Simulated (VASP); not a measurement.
Input:

```
YSi2
1.0
    2.81473    -2.81674     0.00263
    2.81473     2.81674     0.00263
   -2.70392     0.00000     7.25391
Y Si
2 4
Direct
  0.62411   0.37589   0.75000
  0.37589   0.62411   0.25000
  0.04238   0.79079   0.58530
  0.95762   0.20921   0.41470
  0.20921   0.95762   0.91470
  0.79079   0.04238   0.08530
```

All values below come from r2SCAN meta-GGA, VASP's PBE PAW potentials (set 64) (plane waves; VASP). Run with 400 eV cut-off, 9×9×5 Γ-centred mesh, tetrahedra with Blöchl corrections, potentials Y_sv Si.

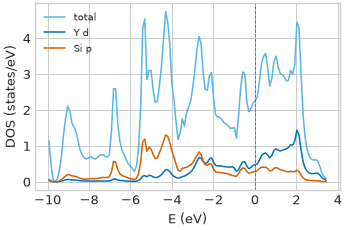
*Total and projected density of states, zero at the Fermi level*

Within 2 eV below the Fermi level the largest weight inside VASP's projection spheres is Y d, then Si p.

It has no gap at this level: it comes out as a metal or semimetal.

The structure comes from a computed database's YSi2 entry (C2/c); how it stands against other phases isn't given here. It was relaxed first.
